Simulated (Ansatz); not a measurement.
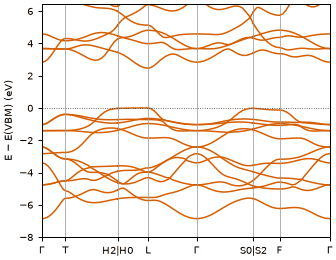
*Band structure from r²SCAN in the plane-wave PAW code Ansatz*

Read off the gap and where the band edges lie.

About 2.5 eV (2.47 eV by a search for the band edges); maximum at L, minimum at L.

Which of these materials gives this?
A) KZn2BCl2O3, R32 (Pearson symbol hR9)
B) RbLaS2, R-3m (Rb on 3a, La on 3b, S on 6c)
C) HfIN, R-3m (Hf on 6c, I on 6c, N on 6c)
D) ScCuO2, R-3m (Sc on 3b, Cu on 3a, O on 6c)

D, ScCuO2, R-3m (Sc on 3b, Cu on 3a, O on 6c)

The workflow started from a Materials Project entry (that database holds measured and hypothetical structures alike); the Crystallography Open Database files this formula in space group No. 166, but the cells were not matched. Whether it is the stable phase at ambient conditions was not checked. The cell was relaxed with r²SCAN under the symmetry of its start; whether a distortion lowers the energy is not shown. The run is not spin-polarised. No Hubbard U is applied.

Potentials: the later of the program's two PAW sets.
